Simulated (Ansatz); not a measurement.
## A hypothetical structure for YV3

This structure for YV3 is made up. Its elements were placed in a known structure type with a cell scaled to their sizes. What cell does the guess relax to, and how far off was it?

Main program and level: Ansatz 0.2.0; DFT, PBEsol, plane-wave PAW, files of the set soft_1, scalar-relativistic, ferromagnetic start, cell and ions relaxed at zero pressure; PAW set soft_1.

**1. The starting structure**

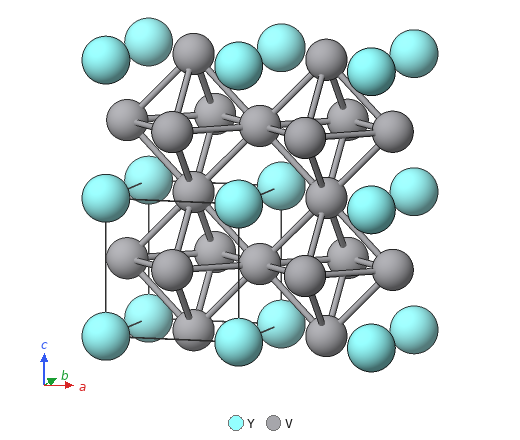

The starting structure, seen slightly off an axis (yttrium teal, vanadium grey). 2×1×2 cells are drawn. Some periodic images of atoms are drawn too.

**2. Relaxing cell and atoms**

The guess takes its coordinates from another compound and its volume from a rule, so the cell and any free coordinates are relaxed together.

Contents of input.yaml:

```yaml
crystal:
  lattice:
    - [4.08, 0.0, 0.0]
    - [0.0, 4.08, 0.0]
    - [0.0, 0.0, 4.08]
  atoms:
    - { symbol: "Y", position: [0.0, 0.0, 0.0] }
    - { symbol: V, position: [0.5, 0.0, 0.5], spin: 2.0 }
    - { symbol: V, position: [0.5, 0.5, 0.0], spin: 2.0 }
    - { symbol: V, position: [0.0, 0.5, 0.5], spin: 2.0 }
magnetization:
  spin_polarized: true
kpoints:
  mp_grid: { grid: [7, 7, 7] }
scf:
  occupations: { method: fermi_dirac, width: 0.05 }
hamiltonian:
  xc: pbesol
  pseudopotentials: { kind: paw, azcp: { folder: soft_1 }, xc_functional: pbe }
relax:
  f_tol: 0.015
  max_steps: 70
  cell: {}
output:
  forces: true
  stress: true
```

Command:

```console
ansatz run input.yaml --threads 4 --pin off --max-ram 8192MiB --backend cpu --events-out ev --progress --plain --runs-dir out
```

Numbers of over 12 decimals in the logs are rounded to 6 here.

Log:

```text
Engine: ansatz 0.2.0, x86_64-unknown-linux-gnu
Pseudopotentials: kind: paw
Pseudopotential: Y, paw, valence charge 11, recommended cutoff 420 eV (normal), soft_1/Y.paw.azcp
Pseudopotential: V, paw, valence charge 13, recommended cutoff 420 eV (normal), soft_1/V.paw.azcp
Functional definition: PBEsol
  exchange = pbesol_x
  correlation = pbesol_c
Crystal: 4 atoms, lattice volume = 67.917 Å³
Basis set: ecut = 420 eV, 1357 PW (Γ), exchange–correlation on 60×60×60 points (8 copies of the dense FFT grid, shifted against one another)
Bands: 34, of which v1, the nominal top of the filled ones, is band 25 counted from 1 (24 counted from 0)
Symmetry: 48 space group operations
Space group: Pm-3m (ITA 221), of the structure as read, at distance tolerance 4.1e-5 Å
Magnetic group: BNS 221.92 (UNI 1594), of the structure as read, at distance tolerance 4.1e-5 Å
k-points: 20 of 343
Non-local potential: Y, projectors of the file, l = 0: 3, l = 1: 2, l = 2: 2, l = 3: 1
Non-local potential: V, projectors of the file, l = 0: 3, l = 1: 2, l = 2: 3, l = 3: 1
PAW form: soft (Blöchl's): semilocal exchange-correlation on the pseudo side does not see the compensation charge
PAW frozen core: Y, regenerated for the run's functional, and the local potential with it (the file was generated under x = pbe(κ = 0.804, μ = 0.219515), c = pbe(β = 0.066725))
PAW frozen core: V, regenerated for the run's functional, and the local potential with it (the file was generated under x = pbe(κ = 0.804, μ = 0.219515), c = pbe(β = 0.066725))
PAW one-centre angular grid: Y, 590 points (default); XC on 64 Gauss nodes
PAW one-centre angular grid: V, 590 points (default); XC on 64 Gauss nodes
Initial density: superposition of atomic densities (chi_scale 0.1, normalization cell)
Starting moments: Σ|m| = 6 μB on 3 of 4 sites
Initial wavefunctions: pseudopotential atomic-orbital guess
Functional: x = pbesol(κ = 0.804, μ = 0.123457), c = pbesol(β = 0.046)
SCF iter   1: F=—  HF=-12448.412780 eV  |F-HF|=—  |Δ(HF+E_count)|=         —  Δρ=6.99e-2 (↑6.99e-2 ↓1.41e-2)  dr2=3.50e0  dr2_m=8.95e-1  M=4.608 μB ∫|m|=4.614 μB  β_m=0.30  ethr=3.10e-3  ⟨swp⟩=4.1  Hψ=4319  notcnv=0
Mixer restart at iter 1: flushing history
preconditioner: auto → Kerker (q_TF=auto, 2.593 Å⁻¹)  [metal: Δε(μ)=0.005 eV  Ē_g=8.542 eV  σ=0.050 eV  W_gap=0.02  n_scr=18 (ndim 8)  ℏωp=22.1 eV  f_vac=0.000  D(μ)=6.65/eV (n_scr^D=80)]
spin=Collinear: Kerker preconditioning applied to the charge; magnetization (m = ρ↑ − ρ↓) channel mixes plain (no charge-response kernel on spin).
SCF iter   2: F=—  HF=-12447.012631 eV  |F-HF|=—  |Δ(HF+E_count)|=    1.40e0  Δρ=3.73e-2 (↑3.73e-2 ↓1.87e-2)  dr2=5.52e-1  dr2_m=4.18e-1  M=4.510 μB ∫|m|=4.518 μB  β_m=0.44  ethr=3.10e-3  ⟨swp⟩=2.2  Hψ=2370  notcnv=0  defer=37
SCF iter   3: F=—  HF=-12447.310129 eV  |F-HF|=—  |Δ(HF+E_count)|=   2.97e-1  Δρ=1.81e-2 (↑1.25e-2 ↓1.81e-2)  dr2=1.12e-1  dr2_m=1.22e-1  M=4.244 μB ∫|m|=4.252 μB  β_m=0.72  ethr=1.10e-3  ⟨swp⟩=2.1  Hψ=1998  notcnv=0  defer=37
SCF iter   4: F=—  HF=-12448.201085 eV  |F-HF|=—  |Δ(HF+E_count)|=         —  Δρ=3.85e-2 (↑3.85e-2 ↓3.57e-2)  dr2=1.55e-2  dr2_m=8.54e-1  M=1.657 μB ∫|m|=1.675 μB  β_m=1.00  ethr=2.24e-4  ⟨swp⟩=2.6  Hψ=2859  notcnv=0  defer=31
Mixer restart at iter 4: flushing history
SCF iter   5: F=—  HF=-12448.090943 eV  |F-HF|=—  |Δ(HF+E_count)|=   1.10e-1  Δρ=1.45e-2 (↑1.45e-2 ↓1.28e-2)  dr2=7.23e-3  dr2_m=1.15e-1  M=0.860 μB ∫|m|=0.870 μB  β_m=0.72  ethr=1.00e-4  ⟨swp⟩=2.1  Hψ=2489  notcnv=0  defer=29
SCF iter   6: F=—  HF=-12448.104699 eV  |F-HF|=—  |Δ(HF+E_count)|=   1.38e-2  Δρ=9.89e-3 (↑9.89e-3 ↓9.24e-3)  dr2=1.84e-3  dr2_m=5.65e-2  M=0.521 μB ∫|m|=0.530 μB  β_m=0.55  ethr=1.45e-5  ⟨swp⟩=2.1  Hψ=1857  notcnv=0  defer=20
SCF iter   7: F=—  HF=-12448.106394 eV  |F-HF|=—  |Δ(HF+E_count)|=   1.70e-3  Δρ=2.99e-3 (↑2.42e-3 ↓2.99e-3)  dr2=3.60e-4  dr2_m=4.54e-3  M=0.126 μB ∫|m|=0.131 μB  β_m=0.93  ethr=3.68e-6  ⟨swp⟩=2.1  Hψ=2472  notcnv=0  defer=20
SCF iter   8: F=—  HF=-12448.106082 eV  |F-HF|=—  |Δ(HF+E_count)|=   3.12e-4  Δρ=1.31e-3 (↑1.31e-3 ↓3.77e-4)  dr2=1.48e-3  dr2_m=2.32e-4  M=0.030 μB ∫|m|=0.031 μB  β_m=0.73  ethr=7.20e-7  ⟨swp⟩=2.2  Hψ=2654  notcnv=0  defer=14
SCF iter   9: F=—  HF=-12448.106464 eV  |F-HF|=—  |Δ(HF+E_count)|=   3.82e-4  Δρ=1.54e-4 (↑1.54e-4 ↓1.40e-4)  dr2=3.72e-5  dr2_m=4.71e-6  M=-0.007 μB ∫|m|=0.007 μB  β_m=0.74  ethr=7.20e-7  ⟨swp⟩=2.0  Hψ=2396  notcnv=0  defer=14
SCF iter  10: F=—  HF=-12448.106460 eV  |F-HF|=—  |Δ(HF+E_count)|=   3.34e-6  Δρ=4.49e-5 (↑3.22e-5 ↓4.49e-5)  dr2=2.32e-6  dr2_m=1.97e-7  M=-0.002 μB ∫|m|=0.002 μB  β_m=0.87  ethr=7.45e-8  ⟨swp⟩=2.0  Hψ=1697  notcnv=0  defer=13
SCF iter  11: F=—  HF=-12448.106463 eV  |F-HF|=—  |Δ(HF+E_count)|=   2.41e-6  Δρ=1.70e-5 (↑1.45e-5 ↓1.70e-5)  dr2=5.43e-8  dr2_m=1.28e-7  M=-0.001 μB ∫|m|=0.001 μB  β_m=0.94  ethr=4.65e-9  ⟨swp⟩=2.0  Hψ=1734  notcnv=0  defer=13
SCF iter  12: F=—  HF=-12448.106463 eV  |F-HF|=—  |Δ(HF+E_count)|=   7.72e-8  Δρ=2.01e-6 (↑2.01e-6 ↓1.68e-6)  dr2=6.05e-10  dr2_m=1.93e-9  M=-0.000 μB ∫|m|=0.000 μB  β_m=0.97  ethr=1.09e-10  ⟨swp⟩=2.7  Hψ=2383  notcnv=0  defer=13
SCF iter  13: F=—  HF=-12448.106463 eV  |F-HF|=—  |Δ(HF+E_count)|=  3.69e-10  Δρ=2.92e-7 (↑2.56e-7 ↓2.92e-7)  dr2=7.53e-11  dr2_m=2.71e-11  M=-0.000 μB ∫|m|=0.000 μB  β_m=0.98  ethr=1.21e-12  ⟨swp⟩=2.3  Hψ=2018  notcnv=0  defer=13
SCF iter  14: F=-12448.106463 eV  HF=-12448.106463 eV  |F-HF|=7.28e-12  |Δ(HF+E_count)|=  8.91e-11  Δρ=8.11e-8 (↑7.97e-8 ↓8.11e-8)  dr2=1.49e-11  dr2_m=1.24e-12  M=-0.000 μB ∫|m|=0.000 μB  ethr=1.00e-12  ⟨swp⟩=1.0  Hψ=2917  notcnv=0
WARN: the starting moments were not kept: the SCF closed with an absolute magnetisation of 7.3e-6 μB, where they sum to 6 μB in size (3 sites). That is at most 0.1 of that sum. Measured as dr2_m measures the in/out step, that magnetisation stands 5.1e-12 eV from none, at or under the dr2_threshold of 1.0e-7 eV: it is no larger than a step whose dr2_m would equal this threshold. The system may hold no moment; this SCF [...]
SCF 1 converged in 14 iterations: F = -12448.106463 eV  dr2 = 1.49e-11
  greatest PAW one-centre occupation: 1.000 electrons in one spin orbital (limit 2), on the V atom at site 2 (counted from 0), in its partial waves of l = 0
relax step   1: F+E_penalty+E_count = -12448.10646270 eV  Δ(F+E_penalty+E_count) = +0.000e0 eV  max|allowed force component| = 4.592e-29 eV/Å  Δτ_max = 0.0000 Å  P = -2.162 GPa  Ω = 67.917 Å³  (14 SCF iters, dr2 threshold 1.00e-7 eV, accepted)
Crystal: 4 atoms, lattice volume = 65.224 Å³
[...]
SCF iter   9: F=—  HF=-12448.115970 eV  |F-HF|=—  |Δ(HF+E_count)|=   3.42e-7  Δρ=2.22e-6 (↑1.11e-6 ↓2.22e-6)  dr2=1.05e-8  dr2_m=3.18e-10  M=0.000 μB ∫|m|=0.000 μB  β_m=0.91  ethr=1.96e-10  ⟨swp⟩=2.0  Hψ=1770  notcnv=0
SCF iter  10: F=—  HF=-12448.115970 eV  |F-HF|=—  |Δ(HF+E_count)|=   4.75e-8  Δρ=6.68e-7 (↑2.15e-7 ↓6.68e-7)  dr2=5.80e-10  dr2_m=6.05e-11  M=0.000 μB ∫|m|=0.000 μB  β_m=0.92  ethr=2.10e-11  ⟨swp⟩=2.5  Hψ=2004  notcnv=0
SCF iter  11: F=—  HF=-12448.115970 eV  |F-HF|=—  |Δ(HF+E_count)|=   2.13e-9  Δρ=1.21e-7 (↑6.83e-8 ↓1.21e-7)  dr2=2.67e-11  dr2_m=1.94e-12  M=-0.000 μB ∫|m|=0.000 μB  β_m=0.90  ethr=1.16e-12  ⟨swp⟩=2.0  Hψ=2220  notcnv=0
SCF iter  12: F=-12448.115970 eV  HF=-12448.115970 eV  |F-HF|=0.00e0  |Δ(HF+E_count)|=  7.09e-11  Δρ=3.11e-8 (↑3.11e-8 ↓2.62e-8)  dr2=2.50e-12  dr2_m=5.98e-14  M=-0.000 μB ∫|m|=0.000 μB  ethr=1.00e-12  ⟨swp⟩=2.1  Hψ=3916  notcnv=0
the starting moments were not kept: the SCF closed with an absolute magnetisation of 1.2e-6 μB, where they sum to 6 μB in size (3 sites). That is at most 0.1 of that sum. Measured as dr2_m measures the in/out step, that magnetisation stands 1.6e-13 eV from none, at or under the dr2_threshold of 4.0e-11 eV: it is no larger than a step whose dr2_m would equal this threshold.
SCF 3 converged in 12 iterations: F = -12448.115970 eV  dr2 = 2.50e-12
  greatest PAW one-centre occupation: 1.000 electrons in one spin orbital (limit 2), on the V atom at site 1 (counted from 0), in its partial waves of l = 0
relax step   3: F+E_penalty+E_count = -12448.11596963 eV  Δ(F+E_penalty+E_count) = -9.507e-3 eV  max|allowed force component| = 1.118e-28 eV/Å  Δτ_max = 0.0000 Å  P = -0.063 GPa  Ω = 66.651 Å³  energy of the carried Pulay correction = +5.945e-4 eV  (12 SCF iters, accepted)
[...]
relax step   4: F+E_penalty+E_count = -12448.11599379 eV  Δ(F+E_penalty+E_count) = -2.416e-5 eV  max|allowed force component| = 1.995e-29 eV/Å  Δτ_max = 0.0000 Å  P = -0.001 GPa  Ω = 66.615 Å³  energy of the carried Pulay correction = +6.115e-4 eV  (7 SCF iters, dr2 threshold 9.92e-9 eV, accepted)
Initial wavefunctions: pseudopotential atomic-orbital guess (no wavefunctions were taken with the density)
iter 1 solved again at ethr=3.30e-8 eV; its pass at ethr=3.10e-3 eV (dr2=1.65e-5 eV) is discarded
SCF iter   1: F=—  HF=-12448.115378 eV  |F-HF|=—  |Δ(HF+E_count)|=         —  Δρ=1.32e-5 (↑1.32e-5 ↓1.30e-5)  dr2=2.74e-7  dr2_m=2.39e-11  M=0.000 μB ∫|m|=0.000 μB  β_m=0.65  ethr=3.30e-8  ⟨swp⟩=3.1  Hψ=7930  notcnv=0
preconditioner: auto → none  [metal: Δε(μ)=0.015 eV  Ē_g=7.819 eV  σ=0.050 eV  W_gap=0.07  n_scr=6 (ndim 8)  ℏωp=22.3 eV  f_vac=0.000  D(μ)=6.42/eV (n_scr^D=80)]
SCF iter   2: F=—  HF=-12448.115373 eV  |F-HF|=—  |Δ(HF+E_count)|=   4.21e-6  Δρ=9.20e-6 (↑9.09e-6 ↓9.20e-6)  dr2=3.52e-7  dr2_m=7.62e-12  M=0.000 μB ∫|m|=0.000 μB  β_m=0.37  ethr=5.48e-10  ⟨swp⟩=2.0  Hψ=1886  notcnv=0
SCF iter   3: F=—  HF=-12448.115374 eV  |F-HF|=—  |Δ(HF+E_count)|=   4.22e-7  Δρ=4.47e-6 (↑4.47e-6 ↓4.41e-6)  dr2=9.36e-9  dr2_m=6.88e-12  M=0.000 μB ∫|m|=0.000 μB  β_m=0.46  ethr=5.48e-10  ⟨swp⟩=2.4  Hψ=2035  notcnv=0
SCF iter   4: F=—  HF=-12448.115374 eV  |F-HF|=—  |Δ(HF+E_count)|=   1.34e-7  Δρ=1.47e-6 (↑1.43e-6 ↓1.47e-6)  dr2=4.95e-9  dr2_m=1.76e-12  M=0.000 μB ∫|m|=0.000 μB  β_m=0.51  ethr=1.87e-11  ⟨swp⟩=2.8  Hψ=2436  notcnv=0
SCF iter   5: F=—  HF=-12448.115374 eV  |F-HF|=—  |Δ(HF+E_count)|=   5.62e-8  Δρ=9.61e-7 (↑9.28e-7 ↓9.61e-7)  dr2=3.25e-9  dr2_m=7.51e-13  M=0.000 μB ∫|m|=0.000 μB  β_m=0.76  ethr=9.90e-12  ⟨swp⟩=2.2  Hψ=1854  notcnv=0
SCF iter   6: F=—  HF=-12448.115374 eV  |F-HF|=—  |Δ(HF+E_count)|=   4.32e-8  Δρ=2.43e-7 (↑2.31e-7 ↓2.43e-7)  dr2=2.12e-10  dr2_m=3.19e-14  M=0.000 μB ∫|m|=0.000 μB  β_m=0.79  ethr=6.50e-12  ⟨swp⟩=2.0  Hψ=2194  notcnv=0
SCF iter   7: F=—  HF=-12448.115374 eV  |F-HF|=—  |Δ(HF+E_count)|=   1.74e-9  Δρ=4.37e-8 (↑3.84e-8 ↓4.37e-8)  dr2=5.57e-12  dr2_m=7.19e-15  M=0.000 μB ∫|m|=0.000 μB  β_m=0.88  ethr=1.00e-12  ⟨swp⟩=2.0  Hψ=1768  notcnv=0
SCF iter   8: F=-12448.115374 eV  HF=-12448.115374 eV  |F-HF|=1.82e-12  |Δ(HF+E_count)|=  3.82e-11  Δρ=6.19e-9 (↑5.57e-9 ↓6.19e-9)  dr2=9.41e-14  dr2_m=2.24e-16  M=0.000 μB ∫|m|=0.000 μB  ethr=1.00e-12  ⟨swp⟩=2.2  Hψ=3659  notcnv=0
the starting moments were not kept: the SCF closed with an absolute magnetisation of 8.2e-8 μB, where they sum to 6 μB in size (3 sites). That is at most 0.1 of that sum. Measured as dr2_m measures the in/out step, that magnetisation stands 1.1e-15 eV from none, at or under the dr2_threshold of 4.0e-11 eV: it is no larger than a step whose dr2_m would equal this threshold.
SCF 5 converged in 8 iterations: F = -12448.115374 eV  dr2 = 9.41e-14
relax step   5: F+E_penalty+E_count = -12448.11537396 eV  Δ(F+E_penalty+E_count) = +6.198e-4 eV  max|allowed force component| = 1.726e-29 eV/Å  Δτ_max = 0.0000 Å  P = -0.005 GPa  Ω = 66.615 Å³  stress off target by 5.15e-3 GPa  SCF on the basis re-selected at this cell (its energy is not comparable with the rows above)  (8 SCF iters)
basis re-selected at this cell: Δ(F+E_penalty+E_count) = +6.198e-4 eV, ΔP = -0.004 GPa vs the last step (what re-selecting the basis moved, of the pressure what is left beyond the Pulay correction that the steps carried, after the strain that the cell walked since its last selection, with what the two solves' SCF thresholds leave and, on support functions, any second-order correction that the steps lacked; it is no m [...]
SCF converged after 8 iterations
Magnetization: 0.0000 μB (25.0000 up, 25.0000 down)
Absolute magnetization: 0.0000 μB (∫|ρ↑−ρ↓|, with the PAW one-centre terms)
Spin contamination: 0.0000 ħ² per cell (⟨S²⟩ above its minimum at these occupations)
Per-site moments (μB) at R_I (Å): [(1.7612790879891626e-9, 1.182408), (2.303280397382077e-8, 1.182408), (2.30328037791004e-8, 1.182408), (2.303280398179466e-8, 1.182408)]
Free energy (F): -12448.115374 eV
Harris-Foulkes:  -12448.115374 eV  (|F-HF|=1.82e-12)
Internal energy: -12448.061078 eV  (E = F + TS)
E sigma→0 (E₀):  -12448.088226 eV
Entropy (-TS):   -0.054296 eV (-13.574 meV/atom)
Fermi energy:    14.742849 eV
--- Per-component energies (eV) ---
  E_band       = -562.333043
  E_kinetic    = 1205.927852
  E_local      = -3770.584982  (includes V_loc(G=0)·N_el)
  E_nonlocal   = 279.342003
  E_hartree    = 1518.169425
  E_xc         = -520.107178
  E_vxc        = -640.515941  (∫ρ·V_xc dr)
  E_paw        = -6059.957903  (= ΣΔE_a)
  E_vpaw       = -672.843686  (= ΣTr[D̂ρ^β])
  E_aug_tail   = 0.002875  (compensation charges beyond the density's cutoff)
  E_ewald      = -5101.450981
  E_core_change = 0.597811  (= ΣΔE_core)
  E_smearing   = -0.054296  (= −TS)
  E_closure    = -0.000000  (closes the sum)
  Σ components = -12448.115374   (vs F -12448.115374, Δ=0.00e0)
--- Forces (eV/Å), atoms counted from 1 ---
  atom   1  Y     -0.00000000    -0.00000000     0.00000000
  atom   2  V     -0.00000000    -0.00000000     0.00000000
  atom   3  V     -0.00000000    -0.00000000     0.00000000
  atom   4  V      0.00000000    -0.00000000     0.00000000
  max |Σ_I F_I| component: 3.19e-29 eV/Å
--- Stress (GPa, compression-positive) ---
       -0.005155      -0.000000      -0.000000
       -0.000000      -0.005155      -0.000000
       -0.000000      -0.000000      -0.005155
  P = ⅓ Tr σ = -0.0052 GPa (-0.052 kbar)
--- Relaxed structure (4 steps of the walk, 3 accepted, 1 SCFs on fresh bases) ---
  F+E_penalty+E_count = -12448.11537396 eV   max|allowed force component| = 1.726e-29 eV/Å   (the final SCF, on the basis selected at the relaxed cell)
  cell:  # Å, volume = 66.6155 Å³
    - [4.053763, 0, 0]
    - [0, 4.053763, 0]
    - [0, 0.0, 4.053763]
  atoms:
    - { symbol: Y, position: [0, 0, 0] }
    - { symbol: V, position: [0.5, 0, 0.5] }
    - { symbol: V, position: [0.5, 0.5, 0] }
    - { symbol: V, position: [0, 0.5, 0.5] }
```

The job ended after 15 s (4 threads of Intel Xeon Platinum 8375C at 2.90GHz (Ice Lake), shared host; peak memory 0.52 GiB; 31 s of CPU time).

Relaxation path:

```csv
step,energy less that of the first step (eV),largest force component (eV/Å),pressure (GPa),volume (Å³)
1,0.0000,0.0000,-2.16,67.92
2,0.0006,0.0000,2.54,65.22
3,-0.0095,0.0000,-0.06,66.65
4,-0.0095,0.0000,0.00,66.62
5*,-0.0089,0.0000,-0.01,66.62
```

Relaxation steps marked * repeat the geometry before them on a plane-wave basis chosen anew for their cell, so energy and pressure can jump there. Relaxation step 2 was tried and not accepted.

Forces are held to the 48 operations that the run works with; a distortion that breaks them can't arise in this run.

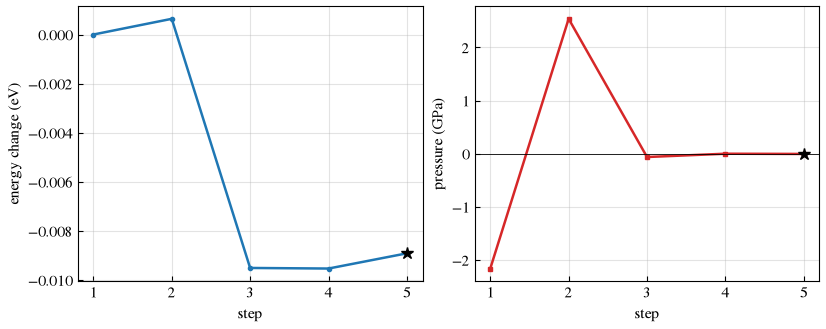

Energy and pressure along the relaxation. Stars mark steps on a basis chosen anew.

```csv
"conventional cell, symmetrised",before,after,change
a (Å),4.080,4.054,-0.6 %
b (Å),4.080,4.054,-0.6 %
c (Å),4.080,4.054,-0.6 %
volume (Å³/atom),16.98,16.65,-1.9 %
```

Final coordinates:

```xyz
4
Lattice="4.0538 0.0000 0.0000 0.0000 4.0538 0.0000 0.0000 0.0000 4.0538" Properties=species:S:1:pos:R:3 pbc="T T T"
Y     0.0000    0.0000    0.0000
V     2.0269    0.0000    2.0269
V     2.0269    2.0269    0.0000
V     0.0000    2.0269    2.0269
```

This step gave:

| Item | Value |
| --- | --- |
| free energy | -12448.1154 eV |
| energy at zero smearing | -12448.0882 eV |
| smearing term TS | 0.05430 eV |
| Fermi energy | 14.74 eV |
| electrons | 50 |
| symmetry operations | 48 |
| pressure | -0.005155 GPa |

Shortest distances by pair of elements, guess and relaxed (not always the same contact):

```csv
pair,guess (Å),relaxed (Å)
V–Y,2.885,2.866
V–V,2.885,2.866
Y–Y,4.080,4.054
```

The relaxation ends with a pressure of -0.01 GPa. No moment survives the cycle: this start ends non-magnetic.

**3. Results**

```yaml
space_group_relaxed: Pm-3m
conventional_cell: a = 4.054, b = 4.054, c = 4.054 Å; α = 90.0°, β = 90.0°, γ = 90.0°
volume_per_atom: 16.65 Å³ (guess 16.98)
total_moment: 0.00 μB in the cell of 4 atoms
```

In words: YV3 relaxes to Pm-3m with a = 4.054, b = 4.054 and c = 4.054 Å. The guessed volume was 2 % too large. The space group Pm-3m was held in the relaxation, so the end point is a stationary structure within it and may be a saddle against distortions or other arrangements. The moments died out from this one start and weren't seeded again at the relaxed cell. Mesh and cutoff weren't tested. No dispersion term is used, so weakly bound directions may come out too long. Nothing here tests whether the compound is stable against decomposition.

[Logs are printed without paths, hosts, clocks, repeated set-up lines and the standing remarks that a program may print on its own settings, such as how far it seeks lower states.]

[Hosts, paths, dates, database ids (printed as entryN), source tags and the programs' standing remarks are cut or masked in the printed files.]
